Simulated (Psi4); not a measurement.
# SiH3O2 (SMILES [O][SiH2]O): U-wB97X-V/def2-TZVP

What is the vertical ionisation energy of SiH3O2 at U-wB97X-V/def2-TZVP? 

Program for the calculation: Psi4 1.11.

2 further runs of the same task are left out: 2 set aside as unsound or not needed.

### Step 1. The structure to begin with

SiH3O2 has 6 atoms, charge 0, and is taken as a doublet. As SMILES, `[O][SiH2]O`. The coordinates come from a PBE0-D4/def2-TZVP relaxation. This is one conformer, not always the lowest.

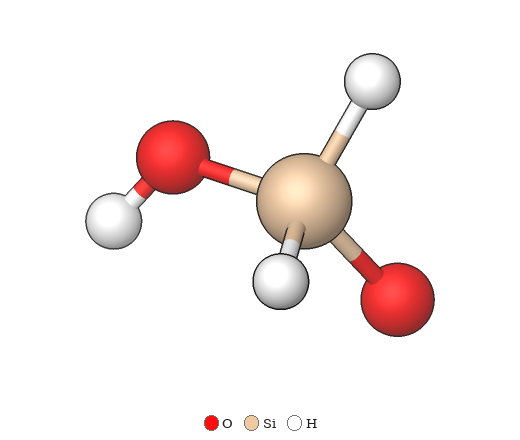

Viewed from a chosen angle; oxygen red, silicon light orange, hydrogen white.

### Step 2. A single-point energy at U-wB97X-V/def2-TZVP

File h3o2si_ase.py:

```python
import numpy as np
from ase.calculators.psi4 import Psi4
from ase import Atoms

atoms = Atoms(['O', 'Si', 'O', 'H', 'H', 'H'], positions=[
    [-1.671900, -0.490300, 0.111200],
    [-0.205500, 0.160400, -0.263400],
    [0.949700, 0.110200, 0.888500],
    [0.117000, -0.700300, -1.441700],
    [-0.353500, 1.594200, -0.594000],
    [1.206400, -0.738300, 1.253100],
])
calc = Psi4(atoms=atoms, method='wb97x-v', basis='def2-TZVP', memory='1600MB', num_threads=1, charge=0, multiplicity=2, label='h3o2si', reference='uks')
calc.psi4.set_options({'puream': True, 'e_convergence': 1e-09, 'd_convergence': 1e-08, 'scf_type': 'pk', 'dft_radial_points': 99, 'dft_spherical_points': 590, 'maxiter': 200})
atoms.calc = calc

print(f'energy: {atoms.get_potential_energy():.6f} eV')
```

On the command line:

```console
$ python h3o2si_ase.py
```

h3o2si.dat:

```text
[...]
  Running in c1 symmetry.
[...]
  Nuclear repulsion =  110.735256126197982
[...]
  Multiplicity = 2
[...]
  Nalpha       = 17
  Nbeta        = 16
[...]
    Number of basis functions: 117
[...]
   @UKS iter   1:  -441.39365170182373   -5.61021e-01   7.39815e-03 DIIS/ADIIS
[...]
   @UKS iter  21:  -441.72458416947097   -3.29692e-12   4.10472e-09 DIIS
[...]
   @S^2 Observed:                7.543235786E-01
[...]
    Orbital Energies [Eh]
    ---------------------
    Alpha Occupied:
       1A    -66.169949     2A    -19.269152     3A    -19.232567
       4A     -5.418058     5A     -3.768921     6A     -3.768080
       7A     -3.766944     8A     -1.157474     9A     -1.122914
      10A     -0.698474    11A     -0.601947    12A     -0.551145
      13A     -0.527733    14A     -0.508210    15A     -0.467229
      16A     -0.454740    17A     -0.433510
    Alpha Virtual:
      18A      0.087794    19A      0.109108    20A      0.151863
      21A      0.166431    22A      0.180805    23A      0.232532
      24A      0.263242    25A      0.296559    26A      0.313507
[...]
  @UKS Final Energy:  -441.72458416947097
   => Energetics <=
    Nuclear Repulsion Energy =            110.7352561261979815
    One-Electron Energy =                -830.4699906938934646
    Two-Electron Energy =                 306.4499921751966554
    DFT Exchange-Correlation Energy =     -28.5762604570092726
    Empirical Dispersion Energy =           0.0000000000000000
    VV10 Nonlocal Energy =                  0.1364186800370784
    Total Energy =                       -441.7245841694709725
[...]
 Multipole Moments:
 ------------------------------------------------------------------------------------
     Multipole            Electronic (a.u.)      Nuclear  (a.u.)        Total (a.u.)
 ------------------------------------------------------------------------------------
 L = 1.  Multiply by 2.5417464519 to convert [e a0] to [Debye]
 Dipole X            :         -1.0744528            1.6382491            0.5637963
 Dipole Y            :         -0.4765612            0.2123426           -0.2642187
 Dipole Z            :          1.0471826           -1.0882060           -0.0410234
 Magnitude           :                                                    0.6239878
[...]
```

Standard output:

```text
energy: -12019.938176 eV
```

Wall time 3.3 min (1 thread of Intel Xeon Platinum 8375C at 2.90GHz (Ice Lake), shared host); peak memory 0.91 GiB.

### Step 3. The singlet cation

File h3o2si.xyz:

```xyz
6
H3O2Si
O     -1.671900    -0.490300     0.111200
Si    -0.205500     0.160400    -0.263400
O      0.949700     0.110200     0.888500
H      0.117000    -0.700300    -1.441700
H     -0.353500     1.594200    -0.594000
H      1.206400    -0.738300     1.253100
```

File run.py:

```python
import psi4

psi4.set_memory(1600000000)
psi4.set_num_threads(1)
psi4.set_output_file('output.dat', False)

with open('h3o2si.xyz') as f:
    atoms = ''.join(f.readlines()[2:])
molecule = psi4.geometry('1 1\n' + atoms + 'symmetry c1\nno_reorient\nno_com')

options = {'basis': 'def2-TZVP', 'puream': True, 'e_convergence': 1e-09, 'd_convergence': 1e-08, 'scf_type': 'pk', 'dft_radial_points': 99, 'dft_spherical_points': 590}
psi4.set_options(options)

energy_value, wavefunction = psi4.energy('wb97x-v', return_wfn=True)
print(f'total energy {energy_value:.8f} hartree = {energy_value * 27.211386:.5f} eV')
```

On the command line:

```console
$ python run.py
```

output.dat:

```text
[...]
  Running in c1 symmetry.
[...]
  Nuclear repulsion =  110.735256126197996
[...]
  Multiplicity = 1
[...]
  Nalpha       = 16
  Nbeta        = 16
[...]
    Number of basis functions: 117
[...]
   @RKS iter   1:  -440.98538939930734   -1.52759e-01   6.50209e-03 DIIS/ADIIS
[...]
   @RKS iter  20:  -441.25411366408895   -1.69962e-11   8.12214e-09 DIIS
[...]
    Orbital Energies [Eh]
    ---------------------
    Doubly Occupied:
       1A    -66.451133     2A    -19.599963     3A    -19.478214
       4A     -5.700420     5A     -4.051711     6A     -4.050345
       7A     -4.048684     8A     -1.405017     9A     -1.382263
      10A     -0.950061    11A     -0.860441    12A     -0.798383
      13A     -0.785646    14A     -0.744519    15A     -0.716207
      16A     -0.693989
[...]
  @RKS Final Energy:  -441.25411366408895
   => Energetics <=
    Nuclear Repulsion Energy =            110.7352561261979957
    One-Electron Energy =                -821.3769217934175231
    Two-Electron Energy =                 297.6093668314544516
    DFT Exchange-Correlation Energy =     -28.3551060050907111
    Empirical Dispersion Energy =           0.0000000000000000
    VV10 Nonlocal Energy =                  0.1332911767668225
    Total Energy =                       -441.2541136640889476
[...]
 Multipole Moments:
 ------------------------------------------------------------------------------------
     Multipole            Electronic (a.u.)      Nuclear  (a.u.)        Total (a.u.)
 ------------------------------------------------------------------------------------
 L = 1.  Multiply by 2.5417464519 to convert [e a0] to [Debye]
 Dipole X            :         14.4074168          -14.5219784           -0.1145616
 Dipole Y            :          0.9747261           -1.2086688           -0.2339427
 Dipole Z            :         -7.3491911            6.6658199           -0.6833712
 Magnitude           :                                                    0.7313342
[...]
```

On the terminal:

```text
total energy -441.25411366 hartree = -12007.13601 eV
```

It took 2.6 min on 1 thread of Intel Xeon Platinum 8375C at 2.90GHz (Ice Lake), shared host; peak memory 0.89 GiB.

### Step 4. Results

Level: U-wB97X-V/def2-TZVP.

| quantity | value |
| --- | --- |
| doublet SiH3O2: total energy | -441.72458 Eh |
| doublet SiH3O2: dipole moment | 1.59 D |
| doublet SiH3O2: HOMO energy (highest over α and β) | -11.76 eV |
| doublet SiH3O2: LUMO energy (lowest over α and β) | -2.46 eV |
| doublet SiH3O2: ⟨S²⟩ | 0.754 |
| singlet cation: total energy | -441.25411 Eh |
| singlet cation: HOMO energy | -18.88 eV |
| singlet cation: LUMO energy | -12.55 eV |
| singlet cation: HOMO–LUMO gap | 6.33 eV |
| vertical ionisation energy (to the singlet cation) | 12.802 eV |

**Reading.** Removing an electron at fixed nuclei costs 12.80 eV (295 kcal/mol). Only the singlet of the ionised species was computed; a triplet could lie lower.
